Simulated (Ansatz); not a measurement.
**CH₅NSi (SMILES C=N[SiH3]): functionals against CCSD(T) at one geometry**

Aim: energy, forces and dipole at a structure displaced at random from a GFN2-xTB minimum, from CCSD(T) and from density functionals.

Program: Ansatz 0.2.0, Gaussian basis. Level of theory: single points in def2-TZVPP. These are calculated values, not measurements.

Correlated methods freeze the cores.

## (1) Where the work starts

SMILES `C=N[SiH3]`, 8 atoms, charge 0, spin multiplicity 1.

Atoms are counted from 1 here; the program's logs count them from 0.

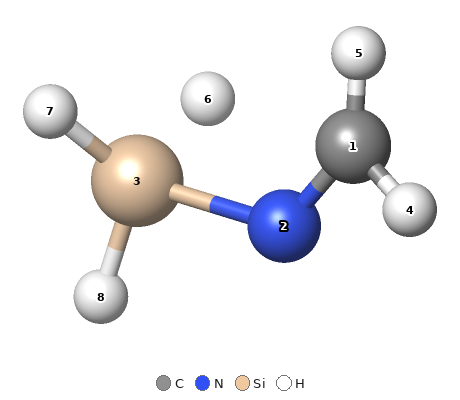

The starting geometry (carbon grey, nitrogen blue, silicon light orange, hydrogen white); atoms are numbered from 1 in the order of the file.

As a file:

```
C    -0.9146    0.7369   -0.9686
N    -0.6030   -0.3918   -0.4254
Si    0.9057   -0.5720    0.8363
H    -1.6507    0.3380   -1.6286
H    -0.5989    1.7134   -0.9753
H     0.2834    0.4579    2.1834
H     2.1472   -0.1653    0.4529
H     0.7774   -1.9262    1.1103
```

## (2) CCSD(T)/def2-TZVPP

run/in.yaml reads:

```yaml
crystal:
  periodic: [false, false, false]
  atoms:
    - {symbol: C, position_ang: [-0.914600, 0.736900, -0.968600]}
    - {symbol: N, position_ang: [-0.603000, -0.391800, -0.425400]}
    - {symbol: Si, position_ang: [0.905700, -0.572000, 0.836300]}
    - {symbol: H, position_ang: [-1.650700, 0.338000, -1.628600]}
    - {symbol: H, position_ang: [-0.598900, 1.713400, -0.975300]}
    - {symbol: H, position_ang: [0.283400, 0.457900, 2.183400]}
    - {symbol: H, position_ang: [2.147200, -0.165300, 0.452900]}
    - {symbol: H, position_ang: [0.777400, -1.926200, 1.110300]}
basis:
  gaussian: {orbitals: def2-TZVPP}
correlation: {method: ccsd_t}
output: {forces: true}
```

The command line of these runs was not kept.

## (3) PBE0-D4/def2-TZVPP

run/in.yaml, as its differences from that of step 2:

```diff
@@ -13,3 +13,3 @@
   gaussian: {orbitals: def2-TZVPP}
-correlation: {method: ccsd_t}
-output: {forces: true}
+hamiltonian: {xc: pbe0, dispersion: d4}
+output: {forces: true, orbitals: {seedname: orbitals}}
```

## (4) wB97M-V/def2-TZVPP

run/in.yaml, as its differences from that of step 3:

```diff
@@ -13,3 +13,3 @@
   gaussian: {orbitals: def2-TZVPP}
-hamiltonian: {xc: pbe0, dispersion: d4}
-output: {forces: true, orbitals: {seedname: orbitals}}
+hamiltonian: {xc: {name: wB97M-V}}
+output: {forces: true}
```

## (5) r2SCAN-D4/def2-TZVPP

run/in.yaml, as its differences from that of step 4:

```diff
@@ -13,3 +13,3 @@
   gaussian: {orbitals: def2-TZVPP}
-hamiltonian: {xc: {name: wB97M-V}}
+hamiltonian: {xc: r2scan, dispersion: d4}
 output: {forces: true}
```

## (6) PBE-D4/def2-TZVPP

run/in.yaml, as its differences from that of step 5:

```diff
@@ -13,3 +13,3 @@
   gaussian: {orbitals: def2-TZVPP}
-hamiltonian: {xc: r2scan, dispersion: d4}
+hamiltonian: {xc: pbe, dispersion: d4}
 output: {forces: true}
```

## (7) BLYP-D4/def2-TZVPP

run/in.yaml, as its differences from that of step 6:

```diff
@@ -13,3 +13,3 @@
   gaussian: {orbitals: def2-TZVPP}
-hamiltonian: {xc: pbe, dispersion: d4}
+hamiltonian: {xc: {name: BLYP}, dispersion: d4}
 output: {forces: true}
```

## (8) SPW92/def2-TZVPP

run/in.yaml, as its differences from that of step 7:

```diff
@@ -13,3 +13,3 @@
   gaussian: {orbitals: def2-TZVPP}
-hamiltonian: {xc: {name: BLYP}, dispersion: d4}
+hamiltonian: {xc: lda}
 output: {forces: true}
```

(Steps that only read results are left out.)

What does the calculation give? Wanted: energy less free atoms, CCSD(T)/def2-TZVPP; RMS force component; RMS force error; HOMO and LUMO, PBE0-D4; T1 diagnostic.

The runs gave:

| quantity | value |
| --- | --- |
| energy less free atoms, CCSD(T)/def2-TZVPP | -590.7 kcal/mol |
| RMS force component | 2.199 to 2.384 eV/Å over the methods |
| RMS force error | PBE0-D4 0.328, wB97M-V 0.286, r2SCAN-D4 0.239, PBE-D4 0.234, BLYP-D4 0.220, SPW92 0.356 eV/Å |
| HOMO and LUMO, PBE0-D4 | -6.75 and -1.05 eV |
| T1 diagnostic | 0.015 |

What this shows: Against CCSD(T) the functionals' energies less atoms differ by -102.4 to -14.0 kcal/mol, PBE-D4 by -29.5 kcal/mol. The reference is not at the basis limit: in triple zeta CCSD(T) underbinds, which counts against methods that bind more; the gaps are no ranking. For forces BLYP-D4 does best and SPW92 worst. Frozen-core CCSD(T) forces in triple zeta carry basis errors of their own, and this is one geometry, so small gaps rank nothing. The restricted Hartree–Fock reference is unstable towards an unrestricted one at one or more of these structures.
